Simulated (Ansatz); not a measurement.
## Nudged elastic band, with input and output: BH3F (part 2 of 2)

Continued. System: BH3F, multiplicity 2. Method: UKS B3LYP-D4/def2-TZVP (Ansatz 0.2.0). The run did not end well. It belongs to a series of runs on one base structure; here: band between the two ends.

Geometry of the input (Å):
```
B  -0.0315  0.0000  -0.2452
H  -0.0351  0.0000  0.9479
F  1.1392  0.0000  -0.8580
H  -1.0140  0.0000  -0.9218
H  0.0540  0.0000  3.6621
```

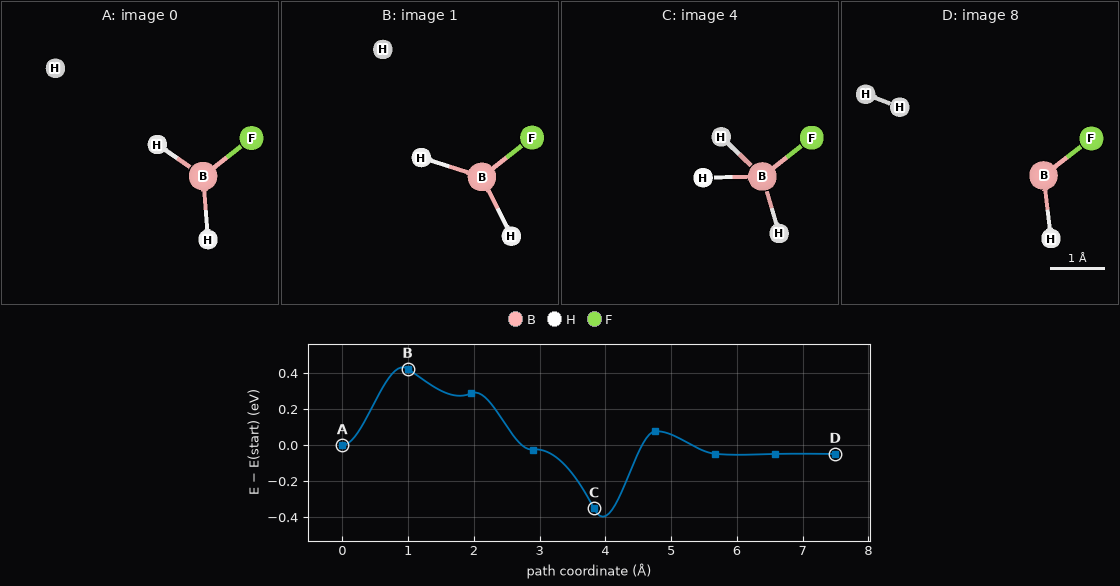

**Figure 1.** Images of the last band (counted from 0; ball-and-stick, seen at a tilt) above the energy along the path; the line is a cubic interpolation that uses the forces. The highest image is number 1, 0.424 eV above the start and 0.472 eV above the end (the climbing image); the end lies 0.048 eV below the start. A further maximum stands at image 5, 0.078 eV from the start. The path is 7.50 Å long. The band had not converged after 60 iterations.

```
Unfinished report: {"positions_ang":[[-0.13575427351217279,-0.03636911537239611,-0.08191024669579888],[-0.267218294352571,-0.7110528808137327,0.895254998332358],[1.0911377021801416,0.253791134007139,-0.6071110881565924],[-0.8395704676866926,0.18145159651671938,-1.078219711934448],[0.2640063333712949,0.31217926566227056,3.4569850484544813]],"unchecked":["starts","cluster_reference","orbital_swaps","neighbouring_geometries","increment"],"mean_field":{"relativity":"none","state":{"energy":{"ev":-3441.5465335373046,"hartree":-126.47450234347103},"converged":true,"gradient_ev":0.00002312025509662312,"stability":{"kind":"minimum","curvature_ev":11.488867012865484},"curvature_floor_ev":0.00030000000000000003,"spin_squared":0.7500625412064119},"others":[],"fillings":{"estimated":0,"unestimated":0,"tried":0,"untried":0,"excluded_magnetic_sites":0},"n_dropped_functions":0,"n_trapped_functions":0,"passes":{"evaluations":5,"products":29},"factors":{"origin":"density fitting in generated functions","count":457,"bound_ev":null},"gradient_stop_ev":0.00009,"reference_kind":"stationary","functional":{"name":"B3LYP","citations":["Stephens, Devlin, Chabalowski & Frisch, J. Phys. Chem. 98, 11623 (1994) doi:10.1021/j100096a001","Becke, Phys. Rev. A 38, 3098 (1988) doi:10.1103/PhysRevA.38.3098","Lee, Yang & Parr, Phys. Rev. B 37, 785 (1988) doi:10.1103/PhysRevB.37.785","Vosko, Wilk & Nusair, Can. J. Phys. 58, 1200 (1980) doi:10.1139/p80-159"],"text":"name \"B3LYP\"\ncite \"Stephens, Devlin, Chabalowski & Frisch, J. Phys. Chem. 98, 11623 (1994) doi:10.1021/j100096a001\"\ncite \"Becke, Phys. Rev. A 38, 3098 (1988) doi:10.1103/PhysRevA.38.3098\"\ncite \"Lee, Yang & Parr, Phys. Rev. B 37, 785 (1988) doi:10.1103/PhysRevB.37.785\"\ncite \"Vosko, Wilk & Nusair, Can. J. Phys. 58, 1200 (1980) doi:10.1139/p80-159\"\nparameter a0 = 0.2\nparameter ax = 0.72\nparameter ac = 0.81\nexchange = (1 - a0 - ax)*slater_x + ax*b88_x + a0*exact_x\ncorrelation = (1 - ac)*vwn_rpa_c + ac*lyp_c\n","parameters":{"a0":{"value":0.2,"default":0.2},"ac":{"value":0.81,"default":0.81},"ax":{"value":0.72,"default":0.72}},"final_grid":{"core_spheres":13.0,"valence_spheres":11.0,"degree":36.0},"final_grid_parameter_source":"default","radial_points_factor":1.0,"radial_grid_error_ev":6.729326096032238e-7,"grid_sensitivity":"normal","grid_sensitivity_ratio":0.0013437628806248659},"unsmoothed_excess_ev":-0.0002238764827715874,"symmetry":{"irreps":["A"],"axes":[[0.9976366985716131,0.06868320109329006,-0.001906712015849674],[-0.001617608239416454,-0.0042646066922228075,-0.9999895981825734],[-0.06869061803999495,0.9976294056498832,-0.004143425629137566]],"occupied":[{"A":9},{"A":8}]},"density_repulsion":{"missed_ev":0.00001859657027589528,"excess_ev":0.00001859657027589528,"most_excess_ev":0.00022099999999999998,"are_drawn_again":false,"n_first_factors":457,"energy_change_ev":0.0,"n_dropped_ends":0},"direct_passes":"host"},"factors":{"origin":"density fitting in generated functions","count":457,"bound_ev":null},"n_frozen":0,"n_occupied":[9,8],"n_virtual":[71,72],"reference":{"ev":-3441.5465335373046,"hartree":-126.47450234347103},"dispersion":{"energy":{"ev":-0.04339026105659461,"hartree":-0.0015945626828545714},"switches_in_reach":[]},"total":{"ev":-3441.5899237983613,"hartree":-126.47609690615388},"forces_ev_per_angstrom":[[1.1305315300706695,-0.37060069672218526,-3.357000640835403],[0.005583711641714001,0.591448791244902,0.1455845449332398],[-0.4216102384826799,-0.18769860295951135,1.667441989982624],[-0.7153536280502075,-0.03594426697187614,1.5415775009410375],[0.0008486248199842638,0.0027947754096208192,0.002396604978633912]],"charge_distribution":{"dipole_moment_e_ang":[-0.17326482347369246,-0.020428026238414828,0.1684925799271568],"mulliken_charges_e":[0.24786382012650066,0.009494009952344062,-0.24769240117867675,-0.01240859405243655,0.0027431651522991096],"lowdin_charges_e":[-0.7252717113355169,0.02207002683309367,0.6379087044994574,0.03423161731803881,0.03106136268494397]},"n_threads":2,"memory_gib":2.556818182580173,"seconds":{"hamiltonian":0.765037828,"orbitals":0.0,"second_order":0.0,"solver_start":0.0,"cycles":0.0,"cycle":0.0,"perturbative":0.0,"full_ci_increment":0.0,"forces":0.0}}
this run last wrote the band of iteration 60 to [file]
Error: NEB band did not converge after 60 iterations: max|band force component| = 3.27e0 eV/Å (threshold 3.0e-2); raise `neb.max_iterations` in a new run, which can start from the last band evaluated (`neb.initial_path`, with `crystal.atoms` and `neb.final_atoms` set to its first and last images), add images, or start from endpoints closer to local minima. Where this run's directory can be resumed (`checkpoint.write`), a resume goes on for up to `neb.max_iterations` more; to start a new run from the last band, take its images' positions from the `neb_iteration` event of iteration 60 (`data.images[].positions_ang`), in the event stream of the run that computed that iteration (not this run's, if it was resumed behind it). With `checkpoint.write`, `steps/00-neb/state/checkpoint.json` in the run directory holds the last saved band, under `neb.evaluated.images[].positions_ang` (a band under a hybrid functional on support functions is neither saved nor resumed: `neb.initial_path` says where its path is): check the last entry of `neb.iterations` there, which is earlier than 60 if that iteration was not saved or its write failed. If the band's step has no `state` directory and holds `state.next`, a write was cut short, and the file is under `state.next` instead (behind a loss of power it can be under `state.prev`)
this run wrote the band of iteration 60 to [file] as well, whether or not its events were kept: a new run's `neb.initial_path` can list its `images[].positions_ang`
a run's events are kept only if it was started with --events-out <file>, and are in that file
```

**The last band as extended XYZ (Å, eV, eV/Å)**
```
5
Properties=species:S:1:pos:R:3:forces:R:3 image=0 energy=-3442.01388
B    -0.0315    0.0000   -0.2452   -0.0022   0.0000   0.0002
H    -0.0351    0.0000    0.9479   -0.0007   0.0000   0.0058
F     1.1392    0.0000   -0.8580    0.0060   0.0000  -0.0034
H    -1.0140    0.0000   -0.9218   -0.0032   0.0000  -0.0025
H     0.0540    0.0000    3.6621    0.0002   0.0000   0.0000
5
Properties=species:S:1:pos:R:3:forces:R:3 image=1 energy=-3441.58970
B    -0.1358   -0.0364   -0.0819    1.1305  -0.3706  -3.3570
H    -0.2672   -0.7111    0.8953    0.0056   0.5914   0.1456
F     1.0911    0.2538   -0.6071   -0.4216  -0.1877   1.6674
H    -0.8396    0.1815   -1.0782   -0.7154  -0.0359   1.5416
H     0.2640    0.3122    3.4570    0.0008   0.0028   0.0024
5
Properties=species:S:1:pos:R:3:forces:R:3 image=2 energy=-3441.72573
B    -0.0695   -0.2886   -0.1681    1.8011   2.8017   0.8627
H    -0.1510   -1.0310    0.7304    0.1584  -0.9866  -0.0670
F     1.1580    0.3280   -0.3667   -1.7658  -1.4353  -0.0826
H    -0.9960    0.3347   -0.5626   -0.1912  -0.3812  -0.7099
H     0.1710    0.6569    2.9520   -0.0024   0.0014  -0.0031
5
Properties=species:S:1:pos:R:3:forces:R:3 image=3 energy=-3442.03746
B    -0.0015   -0.2270    0.1357   -0.0307  -0.1287  -0.3026
H     0.0068   -1.2671    0.7207   -0.0065   0.0617   0.1213
F     1.1478    0.2105   -0.3555    0.0558   0.0501   0.0868
H    -0.9852    0.3860   -0.1499   -0.0180   0.0405   0.1324
H    -0.0554    0.8976    2.2340   -0.0006  -0.0236  -0.0380
5
Properties=species:S:1:pos:R:3:forces:R:3 image=4 energy=-3442.36470
B    -0.0229    0.0470    0.3779   -0.0333   0.0075  -0.4173
H    -0.0115   -0.9319    1.2350    0.0086   0.4664   0.4474
F     1.1489    0.0837   -0.2863    0.0555   0.0934  -0.0090
H    -1.0335    0.1118   -0.2470   -0.0477   0.0774  -0.0244
H     0.0316    0.6894    1.5055    0.0169  -0.6447   0.0034
5
Properties=species:S:1:pos:R:3:forces:R:3 image=5 energy=-3441.93596
B    -0.0097   -0.3008    0.0025   -0.0337   0.1163  -0.0955
H     0.0282   -0.4092    1.5546    0.0058  -0.0475   0.0269
F     1.1628    0.1226   -0.4343    0.0748  -0.0454   0.0223
H    -1.0286    0.2325   -0.3179   -0.0367  -0.0598   0.0564
H    -0.0400    0.3549    1.7801   -0.0102   0.0365  -0.0100
5
Properties=species:S:1:pos:R:3:forces:R:3 image=6 energy=-3442.06122
B    -0.0150   -0.3955   -0.4919    0.0006  -0.0003  -0.0200
H     0.0360   -0.3709    2.1025   -0.0005   0.0019   0.0223
F     1.1642    0.1209   -0.7089    0.0015  -0.0004  -0.0107
H    -1.0066    0.2828   -0.5047   -0.0011   0.0000  -0.0095
H    -0.0659    0.3628    2.1880   -0.0005  -0.0011   0.0179
5
Properties=species:S:1:pos:R:3:forces:R:3 image=7 energy=-3442.06187
B     0.0245   -0.3698   -0.6984   -0.0009   0.0000   0.0015
H    -0.0301   -0.3095    2.4233    0.0004  -0.0007  -0.0018
F     1.1624    0.1027   -1.1269    0.0015   0.0002   0.0025
H    -0.9953    0.2539   -0.8292   -0.0006   0.0001   0.0039
H    -0.0489    0.3228    2.8162   -0.0003   0.0004  -0.0061
5
Properties=species:S:1:pos:R:3:forces:R:3 image=8 energy=-3442.06203
B     0.0476   -0.0002   -0.6694    0.0005   0.0000   0.0041
H     0.0106   -0.0004    2.5431   -0.0006   0.0000  -0.0011
F     1.1439    0.0002   -1.3755    0.0051   0.0000  -0.0022
H    -1.0320    0.0002   -1.1983   -0.0059   0.0000  -0.0031
H    -0.0575    0.0002    3.2851    0.0008   0.0000   0.0022
```

**What the run reported**

| quantity | value |
| --- | --- |
| outcome | not converged |
| barrier, forward (band not converged) | 0.424 eV |
| barrier, backward | 0.472 eV |
| wall time | 5.3 min (CPU time 9.9 min) |
| peak memory | 0.14 GiB |

**Diagnosis**

The run did not converge: “NEB band did not converge after 60 iterations: max|band force component| = 3.27e0 eV/Å (threshold 3.0e-2); raise `neb.max_iterations` in a new run, which can start from the last band evaluated (`neb.initial_path`, with `crystal.atoms` and `neb.final_atoms` set to its first and last images), add images, or start from endpoints closer to local minima …” Its last values are not results.
